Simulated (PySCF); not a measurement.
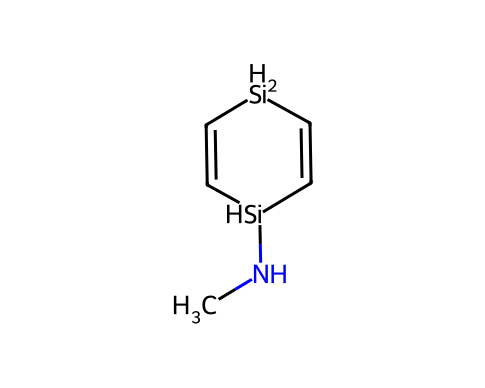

> Give its SMILES.

CN[SiH]1C=C[SiH2]C=C1

> Give the formula, hydrogens included.

C5H11NSi2.

> An optimisation with GFN2-xTB gave a structure of which point group?

C1. Other conformers may differ.

The parts below concern this one geometry. Atoms keep their numbers from picture to picture. The geometry was computed by an optimisation with GFN2-xTB. No frequency run is at hand to confirm it as a minimum.

Shape

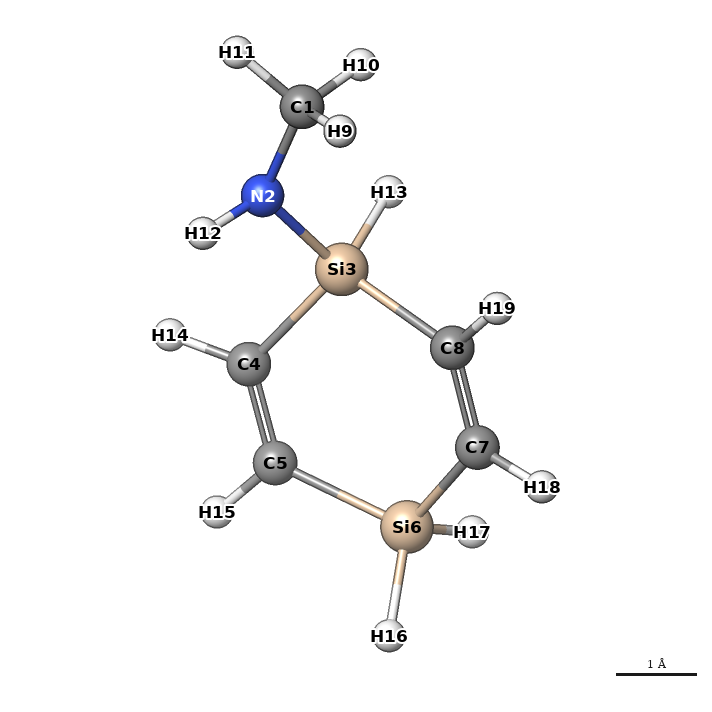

The atoms are numbered. No frequency run is at hand to confirm it as a minimum.

Give the bond lengths. Leave out bonds to hydrogen.

| bond | length (Å) | order |
| --- | --- | --- |
| C1–N2 | 1.442 | single |
| N2–Si3 | 1.725 | single |
| Si3–C4 | 1.878 | single |
| Si3–C8 | 1.889 | single |
| C4–C5 | 1.330 | double |
| C5–Si6 | 1.879 | single |
| Si6–C7 | 1.880 | single |
| C7–C8 | 1.332 | double |

NMR shielding

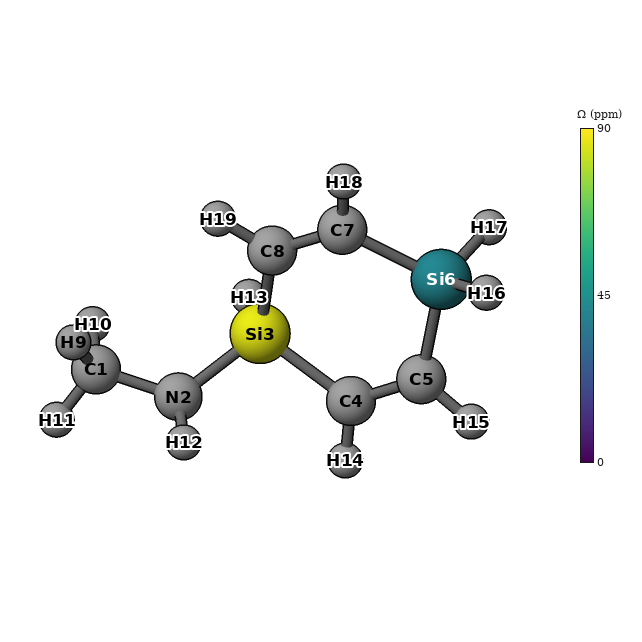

The Si atoms are coloured by the span of their shielding tensor. No frequency run is at hand to confirm it as a minimum. Properties computed with GIAO PBE0/pcSseg-1 NMR shielding, non-relativistic, gas phase (PySCF 2.14.0). Principal shieldings σ11 ≤ σ22 ≤ σ33, span Ω = σ33 − σ11, skew κ = 3(σiso − σ22)/Ω.

> Which Si atom has the most anisotropic shielding?

Si3, with a span of 86 ppm.

Give the shielding tensors of the Si atoms.

```csv
atom,σ11,σ22,σ33,σiso,Ω,κ
Si3,362.9,388.6,448.9,400.2,86.0,0.40
Si6,408.5,417.5,449.2,425.1,40.7,0.56
```

Shieldings and span in ppm.

Charges

The questions are on Mulliken charges. No frequency run is at hand to confirm it as a minimum. Level of theory: PBE0/pcSseg-1, gas phase (PySCF 2.14.0).

List the Mulliken charges.

```tsv
atom	value (e)
C1	−0.09
N2	−0.69
Si3	0.97
C4	−0.42
C5	−0.40
Si6	0.72
C7	−0.41
C8	−0.42
H9	0.10
H10	0.11
H11	0.11
H12	0.19
H13	−0.09
H14	0.12
H15	0.12
H16	−0.10
H17	−0.08
H18	0.12
H19	0.12
```

Electronic properties

No frequency run is at hand to confirm it as a minimum. Level of theory: PBE0/pcSseg-1, gas phase (PySCF 2.14.0).

> Estimate the HOMO–LUMO gap.

5.74 eV.

> What is the dipole moment?

1.38 D.

> Estimate the HOMO energy (Kohn–Sham orbital).

−6.62 eV.

Quadrupole coupling

No frequency run is at hand to confirm it as a minimum. Electric field gradients from the ground-state density, PBE0/pcSseg-1 (PySCF 2.14.0), non-relativistic apart from any core potentials.

Give the largest field-gradient component, the quadrupole coupling constant and the asymmetry for 14N at N2 (Q = 20.44 mb).

| atom | V_zz (a.u.) | e²qQ/h (MHz) | η |
| --- | --- | --- | --- |
| N2 | −1.041 | −5.00 | 0.37 |

Mulliken values depend strongly on the basis set and can even reverse the polarity of a bond. The geometry is semi-empirical. Around Si such bond lengths and angles can be off by a tenth of an ångström or more and by several degrees, and values that hang on the shape move with them.
